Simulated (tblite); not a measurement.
# AlH4 (charge −1): frequency calculation

- system: AlH4, charge −1, SMILES [AlH4-]
- method: GFN2-xTB harmonic vibrations, gas phase (tblite 0.8.0)

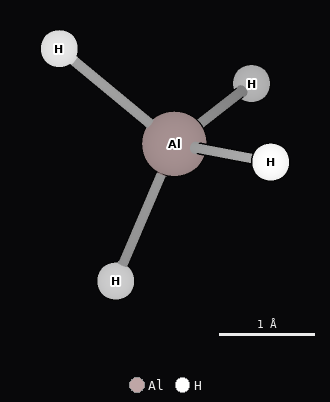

Fig. 1: The input geometry (ball-and-stick view, seen at a tilt). Sticks mark near contacts.

## Summary

| quantity | value |
| --- | --- |
| outcome | converged |
| total energy | −90.9867 eV |
| zero-point energy | 13.3890 kcal/mol |
| hardware | 1 CPU thread, shared host |
| peak memory | 0.46 GiB |

## The input
```
{"job": {"kind": "ir", "xc": "GFN2-xTB", "basis": "xTB"}, "charge": -1, "multiplicity": 1}
Al     0.021493    -0.029757     0.301023
H      1.535514    -0.148552    -0.283554
H     -0.875712    -1.263261    -0.266026
H     -0.635365     1.381856    -0.174247
H      0.061593    -0.090225     1.927466
```

The first line tells a small driver script what to run in tblite; the rest is the geometry in Å.

Run as:
```bash
OMP_NUM_THREADS=1 python <driver script> task.json out
```

## The program's output
```
mode    cm-1     km/mol
  1     671.6      0.00
  2     671.9      0.00
  3     813.3    850.21
  4     813.5    850.53
  5     813.5    850.63
  6    1368.6    702.23
  7    1370.1    701.95
  8    1371.3    701.51
  9    1472.1      0.14
ZPE 56.020  H(298)-E 67.259  G(298)-E 4.745 kJ/mol  S 209.67 J/(mol K)
```

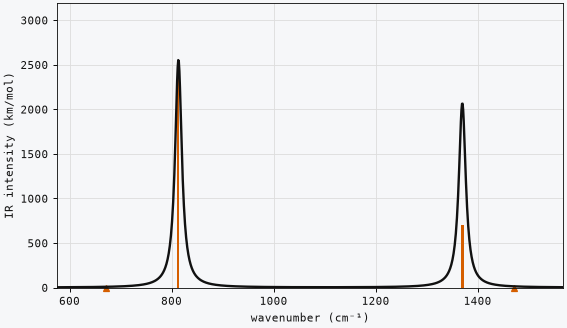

Fig. 2: Harmonic infrared spectrum, unscaled: sticks (degenerate modes added up, dark ones marked on the axis) with a Lorentzian envelope of 16 cm⁻¹ full width, scaled to the tallest stick. 9 modes from 672 to 1472 cm⁻¹, none imaginary. The strongest line is at 813 cm⁻¹ (2551 km/mol). All modes, in cm⁻¹ (km/mol): 672 (0.0), 672 (0.0), 813 (850), 814 (851), 814 (851), 1369 (702), 1370 (702), 1371 (702), 1472 (0.1).
